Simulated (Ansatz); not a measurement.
## WSe2: W → C

Take WSe2 in the 2H-MoS2 type structure (space group P6_3/mmc, No. 194; a = 3.231 Å, c = 12.412 Å; layered, stacked along the Cartesian z axis) as the base.

Modification: every W is replaced by C, then cell and atoms are relaxed.

All numbers come from PBEsol-D3(BJ) (Ansatz, a program for electronic structure, PAW, spin-orbit coupling left out). Γ-centred 18×18×4 mesh, Fermi–Dirac width 0.05 eV, for the changed cell.

```tsv
quantity	base	changed	shift
volume per atom	18.70 Å³	14.67 Å³	-4.03 Å³
c/a ratio	3.842	3.841	-0.001
space group	P6_3/mmc (No. 194)	P6_3/mmc (No. 194)	–
shortest interatomic distance	2.511 Å	2.269 Å	-0.2415 Å
band gap	0.67 eV	zero	–
```

Final structure:

```xyz
6
Lattice="2.9797 0.0000 0.0000 -1.4899 2.5805 0.0000 0.0000 0.0000 11.4456" Properties=species:S:1:pos:R:3 pbc="T T T"
C      0.0000     1.7204     2.8614
C      1.4899     0.8602     8.5842
Se     0.0000     1.7204     7.1041
Se     1.4899     0.8602     1.3813
Se     1.4899     0.8602     4.3415
Se     0.0000     1.7204    10.0643
```

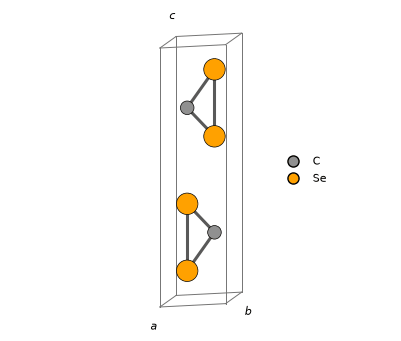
*The relaxed conventional cell after the change*

With W present, leaving out spin-orbit coupling can change the band edges. Whether these cells are dynamically stable was not tested. As relaxed here, CSe2 is a hypothetical phase, not in the database extracts checked. The final runs are not spin-polarised.
